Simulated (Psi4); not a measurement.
**TPSSh/def2-SVP (core potential) run of WCl6 (SMILES Cl[W](Cl)(Cl)(Cl)(Cl)Cl)**

What is the vertical ionisation energy of WCl6 at TPSSh/def2-SVP (core potential)? Input form: a Python script.

The calculation is run with Psi4 1.11.

4 further runs of the same task are left out: 4 that didn't finish.

## 1. The molecule

WCl6 has 7 atoms, charge 0, and is taken as a singlet. As SMILES, `Cl[W](Cl)(Cl)(Cl)(Cl)Cl`. The shape is that of a PBE0-D4/def2-TZVP optimisation.

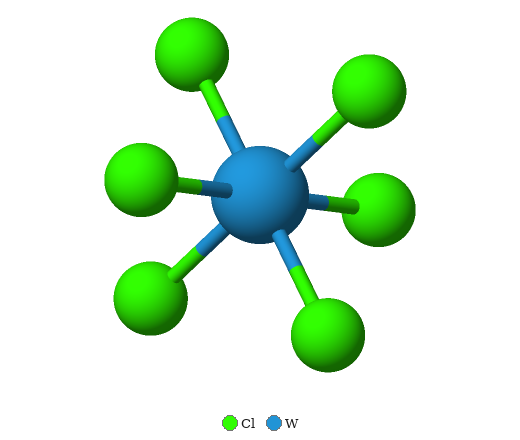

The structure, seen from a chosen angle (chlorine green, tungsten blue).

## 2. Energy and forces at TPSSh/def2-SVP (core potential)

Input file run.py:

```python
import psi4

psi4.set_memory('2200 MB')
psi4.set_num_threads(1)
psi4.set_output_file('run.log', False)

mol = psi4.geometry("""
Cl    -2.48402609    -2.77778402     2.19019258
W      0.00000000     0.00000000     0.00000000
Cl     2.10309510     0.99210622     3.64363763
Cl    -2.10315179    -0.99210622    -3.64359984
Cl     2.48406389     2.77774623    -2.19023037
Cl    -2.84417010     3.15965987     0.78142065
Cl     2.84420789    -3.15962208    -0.78143955
units au
symmetry c1
no_reorient
no_com
""")

options = {'basis': 'def2-SVP', 'reference': 'rks', 'puream': True, 'e_convergence': 1e-09, 'd_convergence': 1e-08, 'scf_type': 'pk', 'dft_radial_points': 99, 'dft_spherical_points': 590}
psi4.set_options(options)

energy_value, wavefunction = psi4.gradient("TPSSH", return_wfn=True)
print('gradient / Eh bohr^-1')
print(energy_value.np.round(6))
print(f'energy = {wavefunction.energy():.10f} Eh')
```

Started as:

```console
$ python run.py
```

run.log, cut to the lines that bear on the results:

```text
[...]
    !!!  WARNING: ECP capability is in beta. Please check occupations closely.  !!!
[...]
  Running in c1 symmetry.
[...]
  Nuclear repulsion =  997.990865284864071
[...]
  Multiplicity = 1
[...]
  Nalpha       = 58
  Nbeta        = 58
[...]
    Number of basis functions: 140
[...]
   @RKS iter   1: -2827.13292622340714    3.43406e-01   7.43189e-03 DIIS/ADIIS
[...]
   @RKS iter  13: -2827.75679516299124   -1.04592e-11   2.28596e-09 DIIS
[...]
    Orbital Energies [Eh]
    ---------------------
    Doubly Occupied:
       1A   -101.389917     2A   -101.389905     3A   -101.389902
       4A   -101.389836     5A   -101.389834     6A   -101.389831
       7A     -9.416951     8A     -9.416949     9A     -9.416947
      10A     -9.416927    11A     -9.416925    12A     -9.416923
      13A     -7.167805    14A     -7.167804    15A     -7.167781
      16A     -7.167781    17A     -7.167779    18A     -7.167760
      19A     -7.164403    20A     -7.164400    21A     -7.164399
      22A     -7.164399    23A     -7.164397    24A     -7.164397
      25A     -7.164396    26A     -7.164394    27A     -7.164392
      28A     -7.164381    29A     -7.164380    30A     -7.164379
      31A     -3.113465    32A     -1.763978    33A     -1.763977
      34A     -1.763976    35A     -0.855491    36A     -0.827179
[...]
  @RKS Final Energy: -2827.75679516299124
   => Energetics <=
    Nuclear Repulsion Energy =            997.9908652848640713
    One-Electron Energy =               -5914.5936771985961968
    Two-Electron Energy =                2248.8021871937817195
    DFT Exchange-Correlation Energy =    -159.9561704430409748
    Empirical Dispersion Energy =           0.0000000000000000
    VV10 Nonlocal Energy =                  0.0000000000000000
    Total Energy =                      -2827.7567951629912386
[...]
 Multipole Moments:
 ------------------------------------------------------------------------------------
     Multipole            Electronic (a.u.)      Nuclear  (a.u.)        Total (a.u.)
 ------------------------------------------------------------------------------------
 L = 1.  Multiply by 2.5417464519 to convert [e a0] to [Debye]
 Dipole X            :         -0.0003382            0.0003213           -0.0000169
 Dipole Y            :         -0.0000117            0.0000000           -0.0000117
 Dipole Z            :          0.0003307           -0.0003213            0.0000094
 Magnitude           :                                                    0.0000226
[...]
  -Total Gradient:
     Atom            X                  Y                   Z
    ------   -----------------  -----------------  -----------------
       1        0.006119185806     0.006856134064    -0.005409078767
       2       -0.000001753237    -0.000001333754     0.000000744886
       3       -0.005144170034    -0.002458561295    -0.009006499882
       4        0.005144049774     0.002458548769     0.009007662547
       5       -0.006117432083    -0.006854969047     0.005407341870
       6        0.007017562741    -0.007795687688    -0.001947772804
       7       -0.007017453836     0.007795863278     0.001947601449
[...]
```

Standard output:

```text
gradient / Eh bohr^-1
[[ 6.119e-03  6.856e-03 -5.409e-03]
 [-2.000e-06 -1.000e-06  1.000e-06]
 [-5.144e-03 -2.459e-03 -9.006e-03]
 [ 5.144e-03  2.459e-03  9.008e-03]
 [-6.117e-03 -6.855e-03  5.407e-03]
 [ 7.018e-03 -7.796e-03 -1.948e-03]
 [-7.017e-03  7.796e-03  1.948e-03]]
energy = -2827.7567951630 Eh
```

Run time: 1.9 min. Hardware: 1 thread of Intel Xeon Platinum 8259CL at 2.50GHz (Skylake/Cascade Lake), shared host; peak memory 1.1 GiB.

## 3. The doublet cation: the energy at UTPSSh/def2-SVP (core potential)

Input file cl6w.py:

```python
import psi4

psi4.set_memory('2200 MB')
psi4.set_num_threads(1)
psi4.set_output_file('run.log', False)

geom = psi4.geometry("""
1 2
Cl
W 1 2.287332
Cl 2 2.28733 1 89.99918
Cl 2 2.287328 1 90.00014 3 -179.99941
Cl 2 2.287341 4 89.99957 1 179.99921
Cl 2 2.28733 4 90.00055 5 89.99957
Cl 2 2.28733 4 89.99959 5 -89.9997
symmetry c1
""")

psi4.set_options({
    'reference': 'uks',
    'puream': True,
    'e_convergence': 1e-09,
    'd_convergence': 1e-08,
    'scf_type': 'pk',
    'dft_radial_points': 99,
    'dft_spherical_points': 590,
    'maxiter': 100,
})

e_tot, wfn = psi4.energy("tpssh/def2-SVP", molecule=geom, return_wfn=True)
psi4.oeprop(wfn, "WIBERG_LOWDIN_INDICES", "MAYER_INDICES", "MULLIKEN_CHARGES")
print(f'tpssh/def2-SVP energy: {e_tot:.10f} Eh')
for k, v in sorted(psi4.core.scalar_variables().items()):
    print(f'{k:45s} {v:18.10f}')
```

Started as:

```console
$ python cl6w.py
```

run.log, cut to the lines that bear on the results:

```text
[...]
    !!!  WARNING: ECP capability is in beta. Please check occupations closely.  !!!
[...]
  Running in c1 symmetry.
[...]
  Nuclear repulsion =  997.990851375990360
[...]
  Multiplicity = 2
[...]
  Nalpha       = 58
  Nbeta        = 57
[...]
    Number of basis functions: 140
[...]
   @UKS iter   1: -2826.74472795309475    8.14869e-01   7.27228e-03 ADIIS/DIIS
[...]
   @UKS iter  26: -2827.36048194752493   -1.50067e-11   9.21907e-09 DIIS
[...]
   @S^2 Observed:                7.622530046E-01
[...]
  @UKS Final Energy: -2827.36048194752493
   => Energetics <=
    Nuclear Repulsion Energy =            997.9908513759903599
    One-Electron Energy =               -5892.0021626397756336
    Two-Electron Energy =                2226.2453616755506118
    DFT Exchange-Correlation Energy =    -159.5945323592900422
    Empirical Dispersion Energy =           0.0000000000000000
    VV10 Nonlocal Energy =                  0.0000000000000000
    Total Energy =                      -2827.3604819475249315
[...]
 Multipole Moments:
 ------------------------------------------------------------------------------------
     Multipole            Electronic (a.u.)      Nuclear  (a.u.)        Total (a.u.)
 ------------------------------------------------------------------------------------
 L = 1.  Multiply by 2.5417464519 to convert [e a0] to [Debye]
 Dipole X            :         -0.0000946            0.0001011            0.0000065
 Dipole Y            :         -0.0000611            0.0000505           -0.0000107
 Dipole Z            :         -0.0001265            0.0001392            0.0000127
 Magnitude           :                                                    0.0000178
[...]
  Mulliken Charges: (a.u.)
   Center  Symbol    Alpha    Beta     Spin     Total
       1    CL     8.58279  8.39028  0.19250  0.02693
       2     W     6.50317  6.65864 -0.15547  0.83819
       3    CL     8.58280  8.39024  0.19256  0.02696
       4    CL     8.58280  8.39024  0.19256  0.02696
       5    CL     8.58280  8.39027  0.19252  0.02693
       6    CL     8.58282  8.39016  0.19266  0.02702
       7    CL     8.58282  8.39016  0.19267  0.02702
   Total alpha = 58.00000, Total beta = 57.00000, Total charge =  1.00000
  Mayer Bond Indices:
[...]
```

Standard output:

```text
tpssh/def2-SVP energy: -2827.3604819475 Eh
CURRENT ENERGY                                  -2827.3604819475
CURRENT REFERENCE ENERGY                        -2827.3604819475
DD SOLVATION ENERGY                                 0.0000000000
DFT FUNCTIONAL TOTAL ENERGY                     -2827.3604819475
DFT TOTAL ENERGY                                -2827.3604819475
DFT VV10 ENERGY                                     0.0000000000
DFT XC ENERGY                                    -159.5945323593
GRID ELECTRONS ALPHA                               58.0000012665
GRID ELECTRONS BETA                                57.0000012508
GRID ELECTRONS TOTAL                              115.0000025173
NUCLEAR REPULSION ENERGY                          997.9908513760
ONE-ELECTRON ENERGY                             -5892.0021626398
PCM POLARIZATION ENERGY                             0.0000000000
PE ENERGY                                           0.0000000000
SCF ITERATION ENERGY                            -2827.3604819475
SCF ITERATIONS                                     26.0000000000
SCF TOTAL ENERGY                                -2827.3604819475
TWO-ELECTRON ENERGY                              2226.2453616756
XC GRID RADIAL POINTS                              99.0000000000
XC GRID SPHERICAL POINTS                          590.0000000000
XC GRID TOTAL POINTS                           385284.0000000000
```

It took 3.8 min on 1 thread of Intel Xeon Platinum 8259CL at 2.50GHz (Skylake/Cascade Lake), shared host; peak memory 1.1 GiB.

## 4. What came out

Level: TPSSh/def2-SVP (core potential).

| quantity | value |
| --- | --- |
| singlet WCl6: total energy | -2827.75680 Eh |
| singlet WCl6: dipole moment | 0.00 D |
| singlet WCl6: HOMO energy | -8.58 eV |
| singlet WCl6: LUMO energy | -5.60 eV |
| singlet WCl6: HOMO–LUMO gap | 2.98 eV |
| singlet WCl6: largest force on an atom | 0.549 eV/Å |
| doublet cation: total energy | -2827.36048 Eh |
| doublet cation: HOMO energy (highest over α and β) | -13.57 eV |
| doublet cation: LUMO energy (lowest over α and β) | -12.99 eV |
| doublet cation: ⟨S²⟩ | 0.762 |
| vertical ionisation energy (to the doublet cation) | 10.784 eV |

What this shows: The vertical ionisation energy comes to 10.78 eV (1041 kJ/mol). The largest force (singlet WCl6) is 0.55 eV/Å: the shape isn't a stationary point for this species at this level. −ε(HOMO) before ionisation, 8.58 eV, is 2.20 eV below this ionisation energy. Mulliken charges (doublet cation) run from +0.03 on Cl1 to +0.84 on W2.
